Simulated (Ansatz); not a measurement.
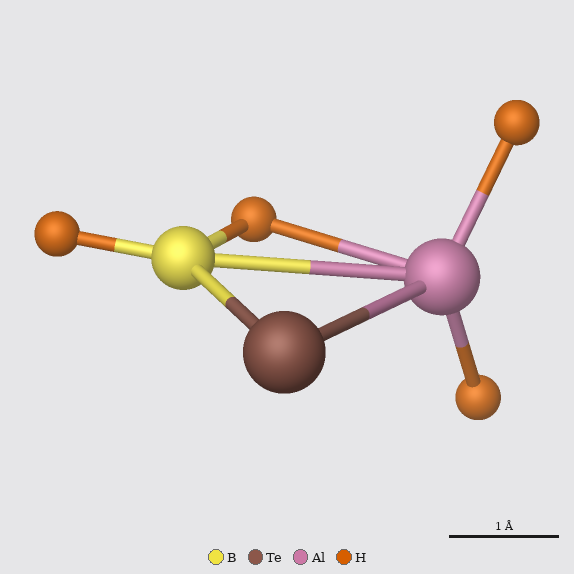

Ball-and-stick drawing of a structure.

The computed structure is the end point of a PBE0-D4/def2-TZVP optimisation. No frequency run is at hand to confirm it as a minimum.

Identify the structure.

It has 7 atoms: 1 aluminium, 1 boron, 4 hydrogen and 1 tellurium (AlBH4Te). This geometry has Cs symmetry. Coordination, clear cases only: 1 B see-saw.

The parts below concern this one geometry. Atoms keep their numbers from picture to picture.

**Dipole moment**

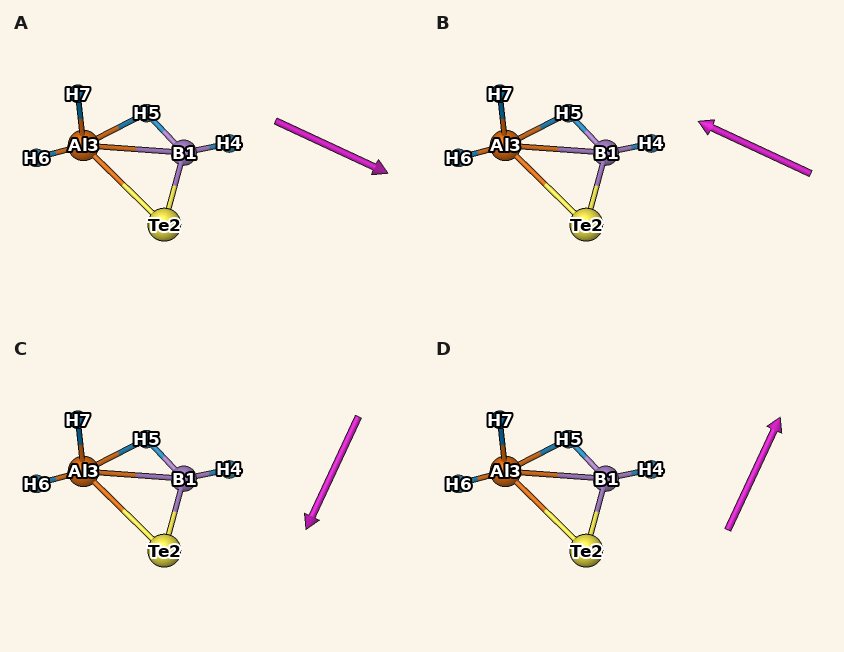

The same molecule four times, each with an arrow. No frequency run is at hand to confirm it as a minimum. Level of theory: RKS PBE0-D4/def2-TZVP, core potentials on Te (Ansatz 0.2.0).

Question: Which arrow points along the dipole moment, from the negative to the positive end?

Answer: A. The dipole moment is 0.40 D; it points from the side of H6, H7 to the side of H4 (the outermost atoms at the two ends).

**Electronic properties**

No frequency run is at hand to confirm it as a minimum. Level of theory: RKS PBE0-D4/def2-TZVPP, core potentials on Te (Ansatz 0.2.0).

What does the calculation give?

- HOMO energy (Kohn–Sham orbital): −7.25 eV
- LUMO energy (Kohn–Sham orbital): −2.32 eV
- HOMO–LUMO gap: 4.93 eV
- dispersion correction: −13.3 kJ/mol

**Charges**

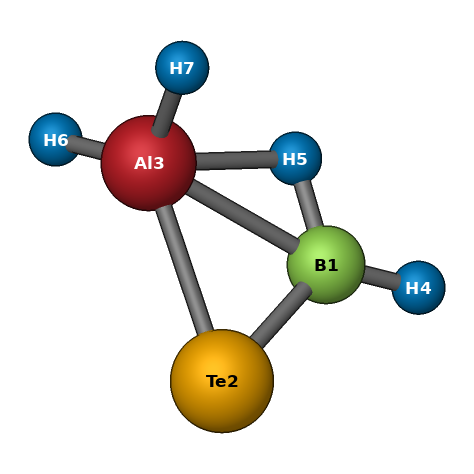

The questions are on Mulliken charges. No frequency run is at hand to confirm it as a minimum. Method: RKS PBE0-D4/def2-TZVP, core potentials on Te (Ansatz 0.2.0).

Give the Mulliken charges atom by atom.

```json
{"atom": "B1", "value (e)": "−0.16"}
{"atom": "Te2", "value (e)": "−0.01"}
{"atom": "Al3", "value (e)": "0.22"}
{"atom": "H4", "value (e)": "0.07"}
{"atom": "H5", "value (e)": "0.07"}
{"atom": "H6", "value (e)": "−0.09"}
{"atom": "H7", "value (e)": "−0.09"}
```

Mulliken values depend strongly on the basis set and can even reverse the polarity of a bond.
